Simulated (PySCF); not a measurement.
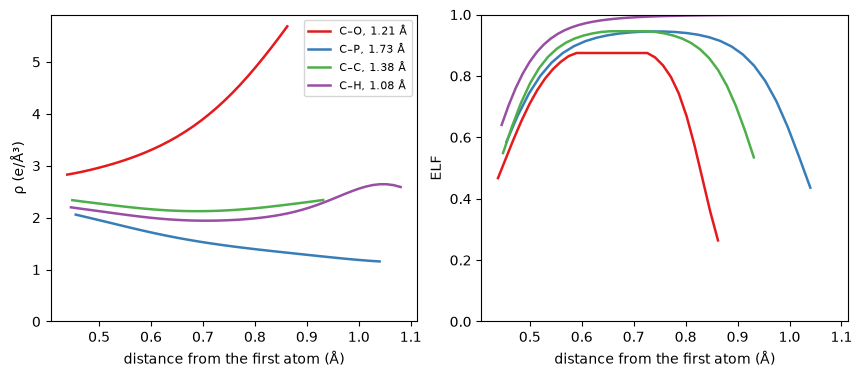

Figure. C₇H₇OP (SMILES CC(=O)c1cccpc1). Total electron density and ELF along straight lines between neighbouring atoms. The curves leave out the atomic cores.

Geometry: GFN2-xTB.

Computed with CAM-B3LYP/def2-SVPD, SCF density, gas phase in PySCF.

Input

```
{"job": {"kind": "uv", "xc": "CAM-B3LYP", "basis": "def2-SVPD", "nstates": 8, "ntriplets": 3}, "charge": 0, "multiplicity": 1}
C     -2.601024     0.453744     0.349126
C     -1.525992    -0.596244     0.220805
O     -1.801662    -1.769237     0.107985
C     -0.103114    -0.137220     0.237333
C      0.863067    -1.137562     0.115273
C      2.222754    -0.887736     0.110610
C      2.761523     0.377129     0.226498
P      1.847109     1.842230     0.395119
C      0.236630     1.201807     0.365820
H     -2.530503     1.167188    -0.469018
H     -3.573991    -0.030143     0.319308
H     -2.495378     0.987692     1.290975
H      0.506401    -2.153167     0.020629
H      2.897223    -1.728739     0.011025
H      3.839629     0.480813     0.212878
H     -0.550270     1.938390     0.458147
```

Launched as:

```sh
OMP_NUM_THREADS=1 python probes_run.py task.json out
```

**What can be read from the curves?**

C–O (1.21 Å): ρ at the midpoint is about 3.3 e/Å³; the ELF peaks at about 0.85 between the atoms (a short, multiple covalent bond).
C–P (1.73 Å): the density is about 1.3 e/Å³ at the midpoint; the ELF peaks at about 0.95 between the atoms (a covalent bond).
C–C (1.38 Å): ρ is about 2.1 e/Å³ halfway; the ELF peaks at about 0.95 between the atoms: a covalent bond.
C–H (1.08 Å): ρ is about 2.1 e/Å³ halfway; the ELF climbs to about 1 towards the hydrogen, as it does in any bond to H: a covalent bond by its length.
